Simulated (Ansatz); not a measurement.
Start from BN in the wurtzite structure (space group P6_3mc, No. 186; a = 2.523 Å, c = 4.175 Å). Axes: x lies along a and z along c of the hexagonal cell.

It is then changed as follows: tensile biaxial strain of 3.00 % in the plane normal to [001], as in epitaxy on a mismatched substrate; the out-of-plane cell vector and the atoms relax.

Calculations: plane-wave PAW DFT at the LDA level (Ansatz, a program for electronic structure, 420 eV), no SOC.

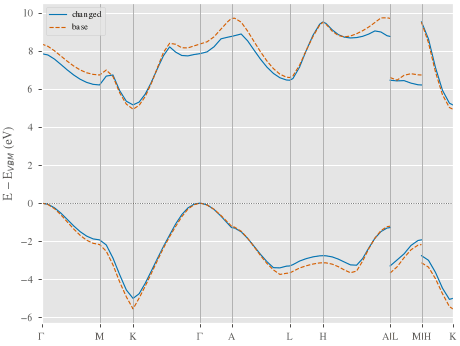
Figure. Highest valence and lowest conduction band along the path, each from its own valence-band maximum

The gap is 5.16 eV, indirect, Γ → K; the base has 4.93 eV.

Stability against distortions was not tested.
